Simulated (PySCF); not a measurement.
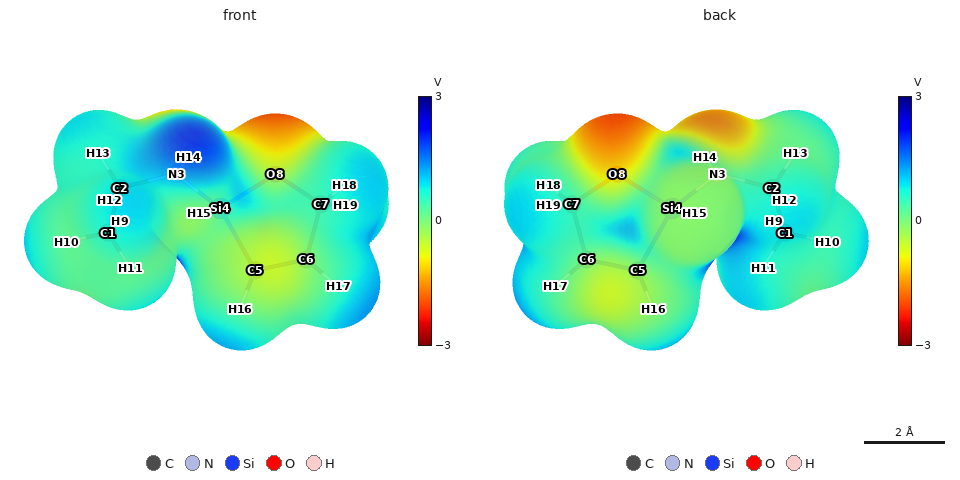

Figure 1: C$_{5}$H$_{11}$NOSi. The molecular electrostatic potential painted on the density surface at 0.004 e/bohr³, seen from the front and from behind; the colour scale runs from red (negative) to blue (positive).

Geometry: GFN2-xTB.

The calculation used PySCF 2.14.0, PBE0/pcSseg-1, SCF density, gas phase, non-relativistic.

```xyz
19

C     2.6893    0.6904   -0.3681
C     2.2456   -0.7240    0.0016
N     0.9605   -0.7651    0.6483
Si   -0.5106   -0.7341   -0.2233
C    -1.3648    0.8476   -0.8006
C    -2.5354    0.9011   -0.1806
C    -2.8192   -0.2341    0.7540
O    -1.7041   -1.0696    0.8500
H     2.7672    1.3084    0.5237
H     3.6576    0.6689   -0.8614
H     1.9604    1.1387   -1.0380
H     2.1731   -1.3293   -0.9031
H     2.9916   -1.1814    0.6604
H     0.9791   -0.3465    1.5668
H    -0.4178   -1.7438   -1.2777
H    -1.0468    1.6025   -1.4998
H    -3.2889    1.6676   -0.2846
H    -3.0739    0.1328    1.7565
H    -3.6724   -0.8208    0.3863
```

Q: Which sites attract a positive test charge, and which a negative one?

A: A positive charge is drawn to the negative regions and a negative charge to the positive ones. The most negative region (about −1.9 V, or −44 kcal/mol for a unit charge) lies over O8, the most positive (about +2.0 V, or +46 kcal/mol for a unit charge) over Si4 and H14. O8 is the likeliest acceptor of a hydrogen bond.
